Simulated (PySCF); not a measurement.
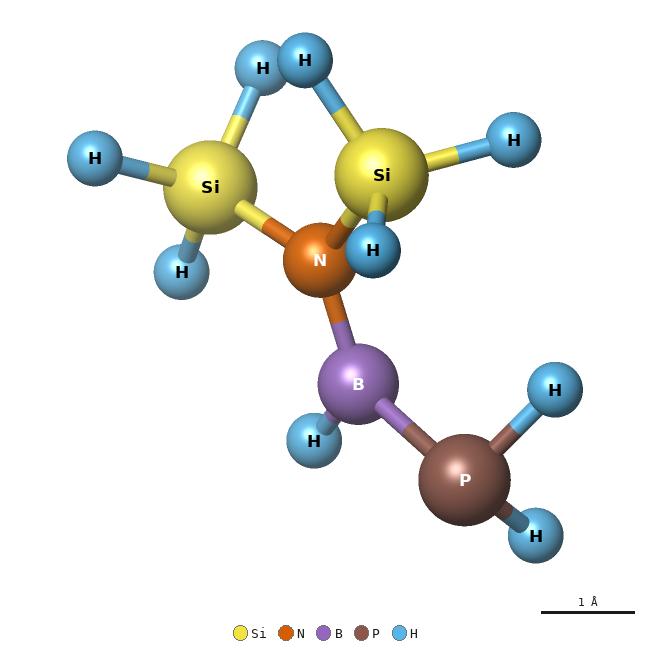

A ball-and-stick model of a molecule.

The computed structure is the end point of a PBE0-D3(BJ)/def2-SVP optimisation. No frequency run is at hand to confirm it as a minimum.

**Which formula does it have?**

BH9NPSi2, 14 atoms: 1 boron, 9 hydrogen, 1 nitrogen, 1 phosphorus and 2 silicon.

**Which point group does it belong to?**

C1.

**Does it have rings?**

It has no ring.

**Count the bonded pairs by element.**

6 Si–H, 2 N–Si, 2 P–H, 1 B–N, 1 B–P, 1 B–H.

More results for the same structure follow; atom numbers are the same in all pictures, views and colours differ.

## Shape

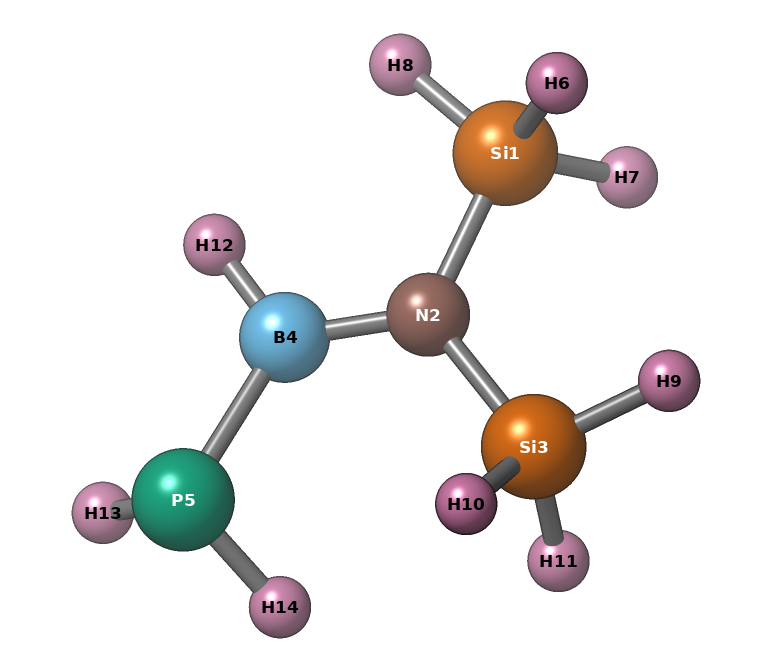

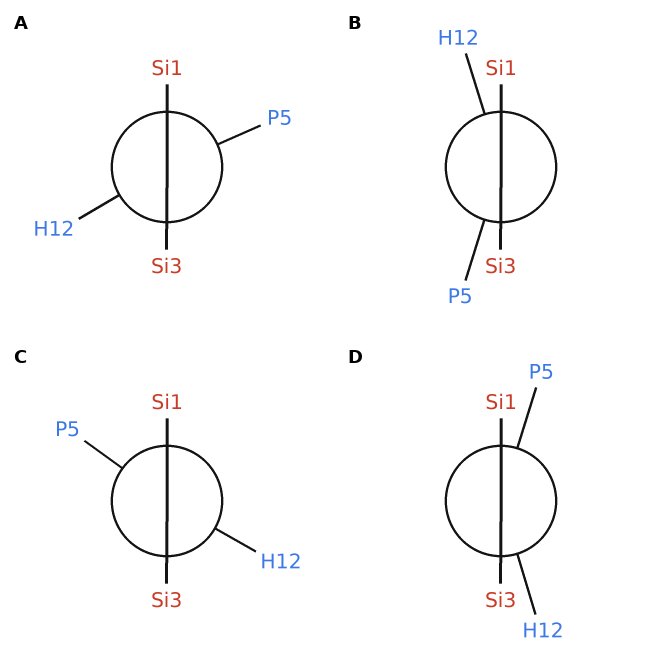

Atoms fade into the background with distance from the viewer. Bonds that would overlap in a projection are set slightly apart. No frequency run is at hand to confirm it as a minimum.

**Which Newman projection shows the view along N2–B4, with N2 in front?**

B. The torsion angle Si1–N2–B4–P5 is −174°, antiperiplanar (anti).

## Levels of theory compared

No frequency run is at hand to confirm it as a minimum. Program: PySCF 2.14.0.

Tabulate HOMO–LUMO gap (eV) at these levels: B3LYP/pcSseg-1; B97-D/pcSseg-1; BLYP/pcSseg-1; BP86/pcSseg-1; KT2/pcSseg-1; KT3/pcSseg-1; LDA/pcSseg-1; OPBE/pcSseg-1; PBE/pcSseg-1.

| level | HOMO–LUMO gap (eV) |
| --- | --- |
| B3LYP/pcSseg-1 | 6.19 |
| B97-D/pcSseg-1 | 4.69 |
| BLYP/pcSseg-1 | 4.58 |
| BP86/pcSseg-1 | 4.60 |
| KT2/pcSseg-1 | 4.63 |
| KT3/pcSseg-1 | 4.70 |
| LDA/pcSseg-1 | 4.47 |
| OPBE/pcSseg-1 | 4.67 |
| PBE/pcSseg-1 | 4.57 |

## NMR shielding

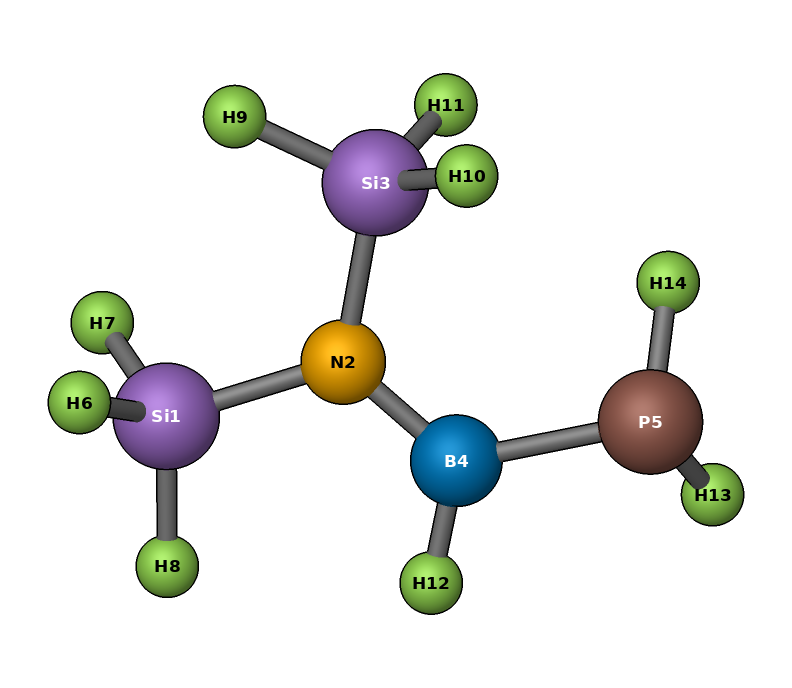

No frequency run is at hand to confirm it as a minimum. Level of theory: GIAO BP86/pcSseg-1 NMR shielding, non-relativistic, gas phase (PySCF 2.14.0). Principal shieldings σ11 ≤ σ22 ≤ σ33, span Ω = σ33 − σ11, skew κ = 3(σiso − σ22)/Ω.

Give the shielding tensors of the B atoms.

```tsv
atom	σ11	σ22	σ33	σiso	Ω	κ
B4	−18.8	34.2	101.6	39.0	120.4	0.12
```

Shieldings and span in ppm.

## Core levels

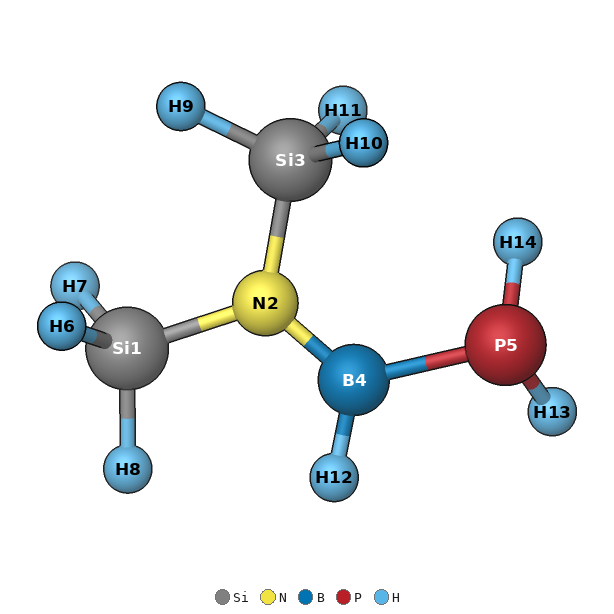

No frequency run is at hand to confirm it as a minimum. Properties computed with delta-SCF UKS PBE0, pcX-2 on the ionised atom, pcseg-1 elsewhere, spin-free X2C (PySCF 2.14.0).

Give the core-electron binding energies (to vacuum; p and d levels without spin–orbit splitting) of Si1 1s, Si1 2p, N2 1s, B4 1s, P5 1s, P5 2p.

```csv
atom,level,binding energy (eV)
Si1,1s,1844.9
Si1,2p,107.1
N2,1s,403.7
B4,1s,195.3
P5,1s,2147.1
P5,2p,135.9
```
